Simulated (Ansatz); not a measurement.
Run report: C$_{3}$H$_{10}$FNSi, geometry relaxation (part 2 of 2)

Continued. System: C$_{3}$H$_{10}$FNSi, SMILES CC(C)[SiH](N)F. Method: RKS B3LYP-D4/6-31G* (Ansatz 0.2.0). It belongs to a series of runs on one base structure; here: end point A relaxed.

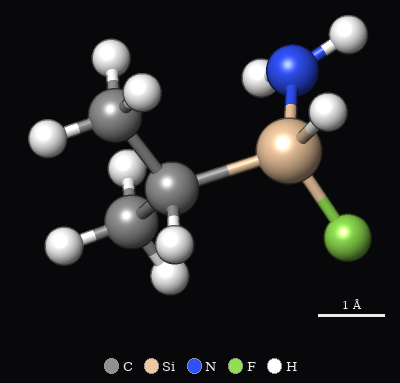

The geometry at step 6 of the log (ball-and-stick view, seen at a tilt).

### Trajectory as extended XYZ, continued
```
16
Properties=species:S:1:pos:R:3:forces:R:3 step=2 energy=-15361.99836
C     0.5989   -1.4926   -0.7767   -0.6035   1.0220   0.0230
C     0.7969   -0.1482   -0.0222    0.2957  -0.1034  -0.3308
C     0.8050    1.0446   -1.0013    0.5355   0.1092   0.2311
Si   -0.4648    0.0782    1.3189   -0.8697  -0.2755   0.0246
N    -2.0978    0.2479    0.6685    0.4150   0.4319   0.5738
F    -0.1143    1.4196    2.1488    0.3163   0.3009   0.2658
H    -0.3679   -1.5004   -1.3090    0.1960  -0.0036   0.1543
H     0.6148   -2.3310   -0.1002    0.0786  -0.5349   0.3205
H     1.3805   -1.5973   -1.5140    0.4246  -0.2470  -0.3731
H     1.7839   -0.1766    0.4811   -0.2130  -0.0263  -0.0800
H    -0.1400    1.1184   -1.5308   -0.2850  -0.0017  -0.2646
H     1.6137    0.9297   -1.7433   -0.2202   0.0249   0.0556
H     0.9733    2.0034   -0.4838   -0.0227  -0.1974  -0.0543
H    -0.4436   -1.0592    2.2875   -0.0927   0.0713  -0.0957
H    -2.7766    0.2929    1.4405    0.1188  -0.1848  -0.3891
H    -2.1849    1.1481    0.1803   -0.0739  -0.3855  -0.0611
16
Properties=species:S:1:pos:R:3:forces:R:3 step=3 energy=-15362.09248
C     0.5791   -1.4635   -0.7602    0.1398  -0.0116   0.0502
C     0.8050   -0.1262   -0.0201    0.0375  -0.1157  -0.2260
C     0.8130    1.0610   -1.0035   -0.1238  -0.0613  -0.0140
Si   -0.4555    0.0888    1.3485   -0.3254   0.1175  -0.0389
N    -2.0617    0.2455    0.6673    0.2000   0.4005   0.4863
F    -0.0320    1.4036    2.2193   -0.0021  -0.1437  -0.0637
H    -0.3955   -1.4708   -1.2576   -0.0447  -0.0033  -0.0335
H     0.6024   -2.3186   -0.0686    0.0251   0.0763  -0.0901
H     1.3532   -1.6273   -1.5293   -0.1238   0.0326   0.1536
H     1.7874   -0.1692    0.4722    0.0343   0.0205   0.0171
H    -0.1458    1.1341   -1.5390    0.0682   0.0235   0.0729
H     1.5912    0.9403   -1.7671    0.0333  -0.0282   0.0137
H     0.9942    2.0098   -0.4892   -0.0111   0.0585  -0.0002
H    -0.4648   -1.0667    2.2893   -0.0642   0.0535  -0.0477
H    -2.8029    0.2435    1.3749    0.1459  -0.1234  -0.2730
H    -2.1900    1.0931    0.1077    0.0109  -0.2957  -0.0068
16
Properties=species:S:1:pos:R:3:forces:R:3 step=4 energy=-15362.02201 accepted=F
C     0.5865   -1.4799   -0.7352    0.2575   0.0549  -0.4504
C     0.8168   -0.1366   -0.0537   -0.5191   0.4835   1.1682
C     0.7527    1.0794   -0.9806    0.2792  -0.2244  -0.6110
Si   -0.4239    0.1077    1.3478   -0.1865  -0.4014   0.3647
N    -2.0058    0.3944    0.7652    1.5444   0.1235  -1.1349
F     0.1221    1.3019    2.2960    0.1765   0.2214   0.0781
H    -0.3735   -1.5200   -1.2632   -0.0053   0.0246   0.0431
H     0.6252   -2.3195   -0.0331   -0.0145   0.0438   0.0518
H     1.3851   -1.6223   -1.4702   -0.0219  -0.2519  -0.2103
H     1.8155   -0.1346    0.4096   -0.0582  -0.0911   0.0343
H    -0.2202    1.1621   -1.4781   -0.0448   0.0018  -0.0604
H     1.5084    0.9338   -1.7621   -0.0430   0.2517  -0.2211
H     0.9640    2.0368   -0.4883   -0.0044  -0.1716   0.1378
H    -0.6053   -1.0692    2.2283    0.2035  -0.1347   0.1250
H    -2.8150    0.2646    1.2974   -1.3506  -0.2341   0.9709
H    -2.1555    0.9788   -0.0355   -0.2127   0.3041  -0.2859
16
Properties=species:S:1:pos:R:3:forces:R:3 step=5 energy=-15362.13447
C     0.5754   -1.4578   -0.7540    0.0997  -0.1141  -0.0076
C     0.8059   -0.1264   -0.0224   -0.0776   0.0681   0.0741
C     0.7979    1.0612   -1.0002   -0.0199   0.0224  -0.0540
Si   -0.4417    0.1024    1.3685   -0.0232   0.0047   0.0146
N    -2.0223    0.3015    0.7142   -0.3067   0.1481   0.0653
F     0.0421    1.3762    2.2612    0.0321  -0.0478  -0.0233
H    -0.3985   -1.4745   -1.2549   -0.0268   0.0244   0.0079
H     0.6075   -2.3121   -0.0653   -0.0072   0.0306  -0.0245
H     1.3482   -1.6218   -1.5182   -0.0352   0.0073   0.0167
H     1.7954   -0.1572    0.4576    0.0122  -0.0219   0.0104
H    -0.1660    1.1432   -1.5207    0.0142  -0.0060   0.0146
H     1.5677    0.9356   -1.7723    0.0010   0.0064  -0.0110
H     0.9889    2.0120   -0.4912    0.0042   0.0172   0.0107
H    -0.5049   -1.0636    2.2866    0.0060  -0.0033   0.0246
H    -2.8358    0.2229    1.3268    0.3001  -0.0127  -0.1780
H    -2.1827    1.0360    0.0288    0.0270  -0.1235   0.0597
16
Properties=species:S:1:pos:R:3:forces:R:3 step=6 energy=-15362.13577
C     0.5788   -1.4571   -0.7493    0.0061   0.0198   0.0097
C     0.8069   -0.1240   -0.0142   -0.0097  -0.0109   0.0238
C     0.7857    1.0644   -0.9943   -0.0026  -0.0251   0.0105
Si   -0.4387    0.0982    1.3774   -0.0235   0.0962  -0.1179
N    -2.0102    0.3296    0.7095    0.0901  -0.1102   0.1586
F     0.0739    1.3488    2.2874   -0.0255  -0.0542  -0.0178
H    -0.4038   -1.4693   -1.2344   -0.0073  -0.0147  -0.0108
H     0.6206   -2.3144   -0.0673    0.0042   0.0040   0.0103
H     1.3387   -1.6121   -1.5258    0.0055  -0.0017  -0.0125
H     1.7979   -0.1519    0.4641    0.0032  -0.0067  -0.0174
H    -0.1860    1.1404   -1.4992   -0.0015   0.0179  -0.0143
H     1.5433    0.9390   -1.7784    0.0060   0.0010  -0.0015
H     0.9813    2.0172   -0.4900   -0.0050  -0.0015   0.0081
H    -0.5206   -1.0745    2.2873   -0.0163   0.0278   0.0144
H    -2.8143    0.2669    1.3229   -0.0418   0.0241  -0.0808
H    -2.1762    0.9764   -0.0512    0.0182   0.0344   0.0376
16
Properties=species:S:1:pos:R:3:forces:R:3 step=7 energy=-15362.13756
C     0.5781   -1.4573   -0.7522   -0.0202  -0.0476   0.0233
C     0.8026   -0.1249   -0.0171    0.0250  -0.0033  -0.0337
C     0.7911    1.0609   -0.9997   -0.0111   0.0461   0.0290
Si   -0.4420    0.1010    1.3752    0.0277   0.0123  -0.0149
N    -2.0148    0.3170    0.7143    0.1895   0.0021  -0.1152
F     0.0603    1.3610    2.2758    0.0101  -0.0171  -0.0144
H    -0.4029   -1.4752   -1.2408   -0.0061   0.0014   0.0013
H     0.6197   -2.3116   -0.0660    0.0007  -0.0069  -0.0049
H     1.3401   -1.6161   -1.5265    0.0039   0.0194   0.0077
H     1.7938   -0.1564    0.4603    0.0022   0.0064   0.0035
H    -0.1749    1.1426   -1.5152   -0.0036  -0.0086   0.0044
H     1.5571    0.9392   -1.7766   -0.0007  -0.0161   0.0155
H     0.9822    2.0116   -0.4895    0.0023   0.0156  -0.0104
H    -0.5147   -1.0645    2.2944   -0.0075   0.0005  -0.0019
H    -2.8235    0.2349    1.3081   -0.2273  -0.0497   0.1815
H    -2.1747    1.0152    0.0000    0.0152   0.0454  -0.0708
16
Properties=species:S:1:pos:R:3:forces:R:3 step=8 energy=-15362.13913
C     0.5814   -1.4622   -0.7478   -0.0028   0.0052   0.0073
C     0.8046   -0.1258   -0.0178    0.0094   0.0070   0.0116
C     0.7846    1.0620   -0.9986   -0.0043  -0.0050  -0.0045
Si   -0.4401    0.1013    1.3734    0.0039   0.0121  -0.0089
N    -2.0097    0.3353    0.7112   -0.0063  -0.0174   0.0190
F     0.0776    1.3485    2.2824   -0.0015  -0.0029  -0.0100
H    -0.4039   -1.4879   -1.2276    0.0004   0.0040   0.0012
H     0.6362   -2.3157   -0.0613    0.0033   0.0060  -0.0024
H     1.3382   -1.6133   -1.5284    0.0024  -0.0027  -0.0047
H     1.7971   -0.1510    0.4577   -0.0073  -0.0046  -0.0024
H    -0.1832    1.1390   -1.5113   -0.0006  -0.0045   0.0017
H     1.5488    0.9405   -1.7772   -0.0007  -0.0015   0.0018
H     0.9748    2.0144   -0.4910    0.0010   0.0017   0.0019
H    -0.5320   -1.0670    2.2861   -0.0028  -0.0163   0.0038
H    -2.8290    0.2221    1.2965    0.0166   0.0190  -0.0216
H    -2.1684    1.0371   -0.0017   -0.0108  -0.0001   0.0060
16
Properties=species:S:1:pos:R:3:forces:R:3 step=9 energy=-15362.13928
C     0.5847   -1.4627   -0.7475   -0.0034   0.0011   0.0034
C     0.8053   -0.1262   -0.0170   -0.0014  -0.0028  -0.0026
C     0.7814    1.0610   -0.9985    0.0007   0.0000  -0.0006
Si   -0.4408    0.0977    1.3730   -0.0069   0.0040   0.0039
N    -2.0096    0.3361    0.7096    0.0017   0.0001  -0.0038
F     0.0756    1.3437    2.2843    0.0048  -0.0013   0.0012
H    -0.4023   -1.4907   -1.2237    0.0013  -0.0004  -0.0006
H     0.6448   -2.3163   -0.0618    0.0010   0.0024  -0.0009
H     1.3391   -1.6109   -1.5309    0.0011   0.0003  -0.0016
H     1.7977   -0.1495    0.4580    0.0010  -0.0008   0.0033
H    -0.1868    1.1335   -1.5111   -0.0007  -0.0007   0.0008
H     1.5459    0.9413   -1.7770   -0.0005  -0.0014   0.0022
H     0.9685    2.0144   -0.4916   -0.0016  -0.0003  -0.0008
H    -0.5352   -1.0735    2.2837    0.0021   0.0035  -0.0069
H    -2.8279    0.2402    1.2984   -0.0014  -0.0016   0.0018
H    -2.1630    1.0393   -0.0034    0.0023  -0.0019   0.0012
```

The run was set up as follows.

### The input
```yaml
crystal:
  periodic: [false, false, false]
  atoms:
    - { symbol: C, position_ang: [0.6353, -1.5099, -0.8089] }
    - { symbol: C, position_ang: [0.7564, -0.1605, -0.0363] }
    - { symbol: C, position_ang: [0.7914, 1.0247, -1.0278] }
    - { symbol: Si, position_ang: [-0.4415, 0.0783, 1.3363] }
    - { symbol: "N", position_ang: [-2.0906, 0.2171, 0.7122] }
    - { symbol: F, position_ang: [-0.2257, 1.4668, 2.088] }
    - { symbol: H, position_ang: [-0.3358, -1.4824, -1.3642] }
    - { symbol: H, position_ang: [0.6461, -2.3186, -0.162] }
    - { symbol: H, position_ang: [1.3996, -1.5715, -1.5073] }
    - { symbol: H, position_ang: [1.7357, -0.2097, 0.4925] }
    - { symbol: H, position_ang: [-0.1212, 1.1351, -1.5535] }
    - { symbol: H, position_ang: [1.6526, 0.889, -1.7221] }
    - { symbol: H, position_ang: [0.9654, 1.9929, -0.5048] }
    - { symbol: H, position_ang: [-0.5345, -1.0358, 2.3259] }
    - { symbol: H, position_ang: [-2.7185, 0.3196, 1.5288] }
    - { symbol: H, position_ang: [-2.1374, 1.1423, 0.2476] }
basis:
  gaussian: { orbitals: "6-31G*" }
hamiltonian:
  xc: b3lyp
  dispersion: d4
relax:
  f_tol: 0.015
  max_steps: 40
```

Run as:
```bash
ansatz run input.yaml --threads 2 --pin off --max-ram 3072MiB --backend cpu --events-out ev --progress --plain --runs-dir out
```

### Key numbers

| quantity | value |
| --- | --- |
| outcome | converged |
| total energy | −15362.1395 eV |
| mean-field energy | −15361.5737 eV |
| largest force (length of the vector) at the end | 0.009 eV/Å |
| hardware | 2 threads of Arm Neoverse V1, 24 GiB of memory available, shared host |
| wall time | 43 s (CPU time 84 s) |
| peak memory | 0.29 GiB |
